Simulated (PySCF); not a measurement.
| atom | x (Å) | y (Å) | z (Å) |
| --- | --- | --- | --- |
| C | 2.7016 | 0.4027 | 0.4421 |
| C | 1.6462 | -0.0834 | -0.5459 |
| Si | -0.1091 | 0.2222 | 0.0753 |
| F | -0.3180 | -0.5669 | 1.4714 |
| S | -1.4713 | -0.6362 | -1.3475 |
| Si | -3.3164 | -0.5531 | -0.2752 |
| F | -3.5142 | 0.9527 | 0.2538 |
| H | 2.6034 | 1.4719 | 0.6139 |
| H | 2.5938 | -0.1049 | 1.3974 |
| H | 3.7031 | 0.2093 | 0.0630 |
| H | 1.7877 | -1.1509 | -0.7293 |
| H | 1.7932 | 0.4136 | -1.5050 |
| H | -0.4675 | 1.5882 | 0.4009 |
| H | -4.3438 | -0.7950 | -1.2596 |
| H | -3.2930 | -1.3621 | 0.9228 |

Geometry: GFN2-xTB.

The calculation used PySCF, PBE0/pcSseg-1, SCF density, gas phase, non-relativistic.

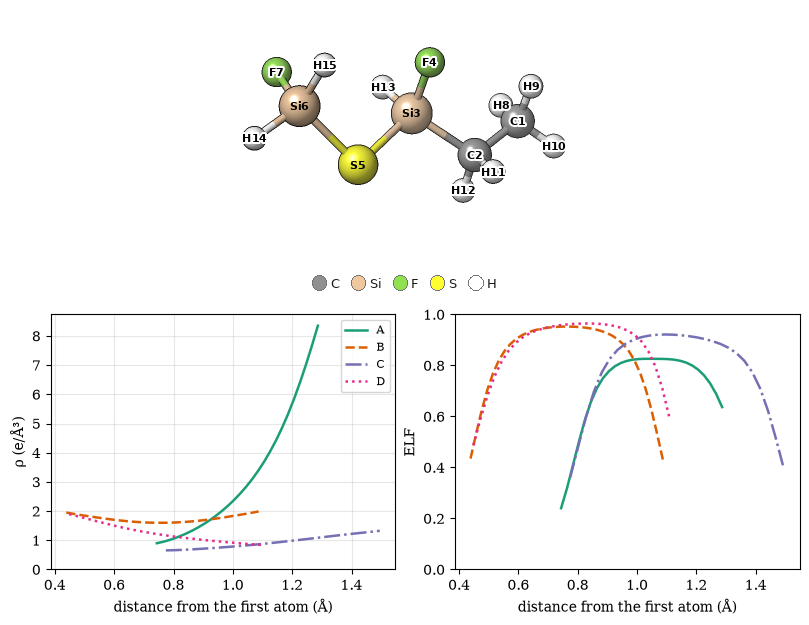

C2H8F2SSi2. Electron density and ELF along straight lines between neighbouring atoms. The curves leave out the atomic cores. The structure is drawn too.

Which curve belongs to which contact (C–C, C–Si, Si–F and Si–S)? The first atom named is at distance zero.

Curve A: Si–F (1.61 Å): the density is about 1.1 e/Å³ at the midpoint; the ELF peaks at about 0.85 in the valence shell of F, 0.6 Å from its nucleus, and is about 0.50 at the midpoint. Curve B: C–C (1.53 Å): ρ at the midpoint is about 1.6 e/Å³; the ELF peaks at about 0.95 between the atoms: localised, covalent bonding. Curve C: Si–S (2.14 Å): the density is about 0.85 e/Å³ at the midpoint; the ELF peaks at about 0.90 between the atoms: a shared electron pair. Curve D: C–Si (1.89 Å): ρ at the midpoint is about 0.97 e/Å³; the ELF peaks at about 0.95 between the atoms: localised, covalent bonding.
